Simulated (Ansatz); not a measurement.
# Run report: CH₈BNO, nudged elastic band (part 2 of 2)

Continued. System: CH₈BNO. Method: RKS B3LYP/6-31G* (Ansatz 0.2.0). It belongs to a series of runs on one base structure; here: band between the two ends.

Geometry of the input (Å):
```
B  -0.0172  0.2094  -0.0265
H  0.5019  -0.5119  0.8102
H  0.7333  0.5918  -0.9042
O  -1.3157  -0.1763  -0.5053
H  -1.6662  -0.8999  0.0284
N  -0.2857  1.6610  0.8406
H  -0.7900  2.2735  0.1972
C  0.9352  2.3221  1.3521
H  1.4402  1.6299  2.0290
H  1.5943  2.5188  0.5045
H  0.7106  3.2567  1.8754
H  -0.9351  1.4610  1.6029
```

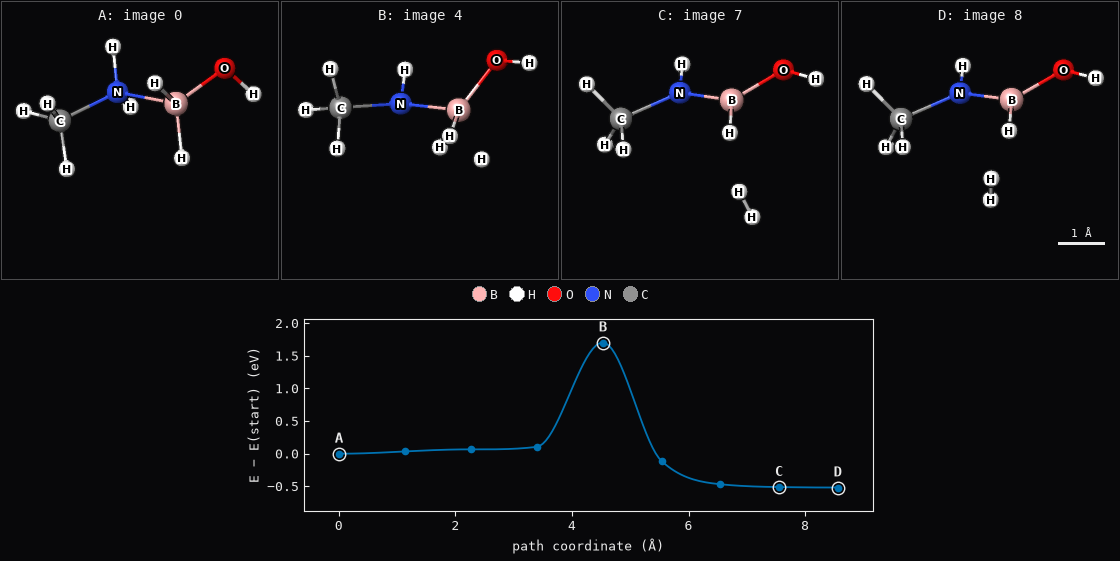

**Figure 1.** Images of the last band (counted from 0; ball-and-stick, seen at a tilt) above the energy along the path; the line is a cubic interpolation that uses the forces. The highest image is number 4, 1.704 eV above the start and 2.223 eV above the end (the climbing image); the end lies 0.518 eV below the start. The path is 8.56 Å long. The band converged in 15 iterations.

```
Total energy: -5380.23161545 eV, -197.7198650159 hartree
Atom 0 at    -0.240039     0.301005     0.260662 Å, force     0.037461    -0.011059     0.016068 eV/Å
Atom 1 at    -0.571033    -0.460408     1.473533 Å, force     0.001017    -0.001129    -0.002868 eV/Å
Atom 2 at     0.842157    -0.156679    -0.001861 Å, force    -0.004278     0.001209    -0.002581 eV/Å
Atom 3 at    -1.310168     0.255386    -0.634797 Å, force    -0.021548    -0.011639    -0.017102 eV/Å
Atom 4 at    -1.260862    -0.529233    -1.197176 Å, force    -0.002484     0.011620     0.005669 eV/Å
Atom 5 at    -0.170701     1.645867     1.063668 Å, force    -0.029254     0.019681    -0.001236 eV/Å
Atom 6 at    -1.038524     2.170376     0.979307 Å, force    -0.002384    -0.003177    -0.001248 eV/Å
Atom 7 at     1.022780     2.488348     1.032574 Å, force     0.020983     0.003619     0.008601 eV/Å
Atom 8 at     1.899282     1.877426     1.264126 Å, force    -0.006853    -0.004107     0.004110 eV/Å
Atom 9 at     1.179588     2.945123     0.044939 Å, force    -0.002272    -0.003097    -0.000766 eV/Å
Atom 10 at     0.955588     3.285070     1.781313 Å, force     0.002032    -0.000504    -0.005439 eV/Å
Atom 11 at    -0.402566     0.513917     1.737913 Å, force     0.007580    -0.001418    -0.003207 eV/Å
Dipole moment:     0.109217     0.214500     0.035813 e Å
this run last wrote the band of iteration 15 to [file]
```

### The last band as extended XYZ (Å, eV, eV/Å)
```
12
Properties=species:S:1:pos:R:3:forces:R:3 image=0 energy=-5381.93579
B    -0.0172    0.2094   -0.0265   -0.0054  -0.0157  -0.0134
H     0.5019   -0.5119    0.8102   -0.0035   0.0046  -0.0033
H     0.7333    0.5918   -0.9042   -0.0041  -0.0027   0.0029
O    -1.3157   -0.1763   -0.5053    0.0097  -0.0009   0.0096
H    -1.6662   -0.8999    0.0284    0.0047   0.0068  -0.0045
N    -0.2857    1.6610    0.8406    0.0109   0.0161   0.0083
H    -0.7900    2.2735    0.1972   -0.0013  -0.0044   0.0032
C     0.9352    2.3221    1.3521   -0.0012  -0.0066  -0.0015
H     1.4402    1.6299    2.0290   -0.0040   0.0052  -0.0031
H     1.5943    2.5188    0.5045   -0.0037  -0.0019   0.0037
H     0.7106    3.2567    1.8754    0.0015   0.0001  -0.0012
H    -0.9351    1.4610    1.6029   -0.0036  -0.0007  -0.0008
12
Properties=species:S:1:pos:R:3:forces:R:3 image=1 energy=-5381.90135
B    -0.0066    0.1188    0.0848    0.0031   0.0059   0.0019
H     0.1554   -0.7192    0.9546    0.0159   0.0050  -0.0017
H     0.9894    0.3976   -0.5508   -0.0068   0.0090  -0.0160
O    -1.1852   -0.0037   -0.7274   -0.0131  -0.0071   0.0023
H    -1.7873   -0.6584   -0.3541   -0.0018  -0.0117   0.0153
N    -0.2626    1.5773    0.9876   -0.0006   0.0007  -0.0085
H    -0.9391    2.0827    0.4125    0.0043   0.0068  -0.0118
C     0.9376    2.4032    1.2437    0.0027  -0.0020   0.0055
H     1.6640    1.8002    1.7921   -0.0043  -0.0069   0.0104
H     1.3742    2.6735    0.2813    0.0106  -0.0019   0.0073
H     0.7014    3.3070    1.8150    0.0016  -0.0020   0.0050
H    -0.7356    1.3571    1.8648   -0.0116   0.0041  -0.0099
12
Properties=species:S:1:pos:R:3:forces:R:3 image=2 energy=-5381.86923
B    -0.0358    0.0464    0.1956   -0.0118   0.0028  -0.0027
H    -0.2746   -0.8275    1.0101    0.0022  -0.0018   0.0024
H     1.1221    0.1181   -0.1576   -0.0029   0.0000  -0.0030
O    -0.9792    0.1947   -0.8796    0.0099   0.0015   0.0063
H    -1.7578   -0.3500   -0.7117    0.0009  -0.0004  -0.0027
N    -0.2234    1.5073    1.1372   -0.0004  -0.0017  -0.0006
H    -1.0423    1.9364    0.7027    0.0000  -0.0026  -0.0022
C     0.9221    2.4443    1.1151    0.0008   0.0036   0.0045
H     1.7875    1.9450    1.5542   -0.0005  -0.0003  -0.0023
H     1.1527    2.6767    0.0742   -0.0007   0.0002   0.0018
H     0.7090    3.3675    1.6653    0.0002  -0.0042  -0.0034
H    -0.4749    1.2773    2.0986    0.0023   0.0031   0.0020
12
Properties=species:S:1:pos:R:3:forces:R:3 image=3 energy=-5381.83002
B    -0.2027    0.0781    0.3535   -0.0082  -0.0388   0.0182
H    -0.6528   -0.7123    1.1774   -0.0122  -0.0513  -0.0658
H     0.9690   -0.1465    0.0877    0.0212   0.0079   0.0039
O    -1.0796    0.4104   -0.7554    0.0379   0.0306  -0.0174
H    -1.2597   -0.3917   -1.2627   -0.0157   0.0393  -0.0193
N    -0.1917    1.5100    1.2071    0.0128  -0.0419   0.0521
H    -1.0720    1.9646    0.9521    0.0002  -0.0345  -0.0045
C     0.9508    2.4348    1.0089   -0.0284  -0.0202  -0.0042
H     1.8705    1.8973    1.2427   -0.0010   0.0019  -0.0041
H     0.9781    2.7366   -0.0393   -0.0288  -0.0418  -0.0153
H     0.8627    3.3202    1.6476   -0.0027   0.0027  -0.0239
H    -0.2671    1.2346    2.1846    0.0248   0.1462   0.0803
12
Properties=species:S:1:pos:R:3:forces:R:3 image=4 energy=-5380.23141
B    -0.2400    0.3010    0.2607    0.0375  -0.0111   0.0161
H    -0.5710   -0.4604    1.4735    0.0010  -0.0011  -0.0029
H     0.8422   -0.1567   -0.0019   -0.0043   0.0012  -0.0026
O    -1.3102    0.2554   -0.6348   -0.0215  -0.0116  -0.0171
H    -1.2609   -0.5292   -1.1972   -0.0025   0.0116   0.0057
N    -0.1707    1.6459    1.0637   -0.0293   0.0197  -0.0012
H    -1.0385    2.1704    0.9793   -0.0024  -0.0032  -0.0012
C     1.0228    2.4883    1.0326    0.0210   0.0036   0.0086
H     1.8993    1.8774    1.2641   -0.0069  -0.0041   0.0041
H     1.1796    2.9451    0.0449   -0.0023  -0.0031  -0.0008
H     0.9556    3.2851    1.7813    0.0020  -0.0005  -0.0054
H    -0.4026    0.5139    1.7379    0.0076  -0.0014  -0.0032
12
Properties=species:S:1:pos:R:3:forces:R:3 image=5 energy=-5382.04691
B    -0.1729    0.5654   -0.0091    0.0607   0.2344  -0.2794
H    -0.7010   -0.6212    1.9994   -0.0978  -0.1756   0.4189
H     0.8265   -0.0969   -0.0971   -0.0062   0.0824  -0.1337
O    -1.3532    0.1844   -0.6010   -0.0381  -0.0235   0.0112
H    -1.2646   -0.6529   -1.0724    0.0060  -0.0594   0.0608
N    -0.1420    1.7733    0.7229    0.0029   0.0998  -0.2842
H    -1.0095    2.2887    0.8144    0.0196   0.0855  -0.1110
C     1.0652    2.5459    0.9507    0.0392   0.0509  -0.0325
H     1.8887    1.8833    1.2370   -0.0140  -0.0073  -0.0097
H     1.3659    3.0847    0.0425    0.1538   0.1539   0.0513
H     0.9281    3.2799    1.7519   -0.0259  -0.0358   0.0368
H    -0.5258    0.1016    2.0650   -0.1003  -0.4053   0.2715
12
Properties=species:S:1:pos:R:3:forces:R:3 image=6 energy=-5382.40379
B    -0.1447    0.5937   -0.1563    0.0093  -0.0063  -0.0318
H    -0.8503   -0.6831    2.6821   -0.0084  -0.0133   0.0645
H     0.8581   -0.0626   -0.2419    0.0044   0.0064  -0.0170
O    -1.3564    0.1320   -0.6215   -0.0205  -0.0009  -0.0124
H    -1.2804   -0.7611   -0.9789    0.0123  -0.0008   0.0044
N    -0.0963    1.8630    0.4426    0.0005   0.0186  -0.0264
H    -0.9542    2.4016    0.4854    0.0059   0.0125  -0.0253
C     1.0963    2.5790    0.8573    0.0088   0.0075  -0.0051
H     1.9169    1.8695    0.9950   -0.0023  -0.0044  -0.0193
H     1.4164    3.3232    0.1134    0.0053   0.0279   0.0183
H     0.9400    3.1021    1.8088   -0.0037  -0.0234   0.0162
H    -0.6400   -0.0212    2.4180   -0.0116  -0.0239   0.0339
12
Properties=species:S:1:pos:R:3:forces:R:3 image=7 energy=-5382.44724
B    -0.1161    0.5635   -0.3028    0.0011  -0.0018  -0.0033
H    -0.9036   -0.2861    3.3089    0.0000   0.0049   0.0079
H     0.8988   -0.0653   -0.4398    0.0012   0.0009  -0.0039
O    -1.3302    0.0877   -0.7497   -0.0038  -0.0009  -0.0029
H    -1.2381   -0.7845   -1.1518    0.0035   0.0022  -0.0022
N    -0.0776    1.8154    0.3318    0.0029   0.0020   0.0005
H    -0.9444    2.3336    0.4217   -0.0015  -0.0033  -0.0003
C     1.1003    2.5057    0.8233   -0.0015  -0.0021  -0.0011
H     1.9701    1.8533    0.7102    0.0007  -0.0004  -0.0026
H     1.2990    3.4322    0.2662   -0.0010   0.0023   0.0030
H     1.0090    2.7654    1.8866   -0.0004  -0.0051   0.0017
H    -0.7616    0.1152    2.6994   -0.0012   0.0011   0.0032
12
Properties=species:S:1:pos:R:3:forces:R:3 image=8 energy=-5382.45410
B    -0.0952    0.5259   -0.4418    0.0084   0.0039  -0.0017
H    -0.8621    0.2961    3.5472    0.0037   0.0054  -0.0254
H     0.9465   -0.0095   -0.7131   -0.0101   0.0058   0.0052
O    -1.3012    0.0369   -0.8957   -0.0060  -0.0039   0.0004
H    -1.1788   -0.7615   -1.4236    0.0021   0.0012  -0.0008
N    -0.0959    1.6806    0.3579    0.0049  -0.0010  -0.0021
H    -0.9852    2.1240    0.5598    0.0016  -0.0041  -0.0036
C     1.0651    2.3684    0.8920   -0.0001  -0.0005   0.0014
H     1.9658    1.8113    0.6202   -0.0043   0.0053   0.0029
H     1.1628    3.3863    0.4887   -0.0005  -0.0071   0.0036
H     1.0301    2.4409    1.9876    0.0040   0.0002  -0.0064
H    -0.7466    0.4367    2.8251   -0.0037  -0.0051   0.0264
```

### Results in brief

- outcome: converged
- barrier, forward: 1.704 eV
- barrier, backward: 2.223 eV
- wall time: 4 min
- peak memory: 0.17 GiB

### Notes

The order of the saddle point was not checked.
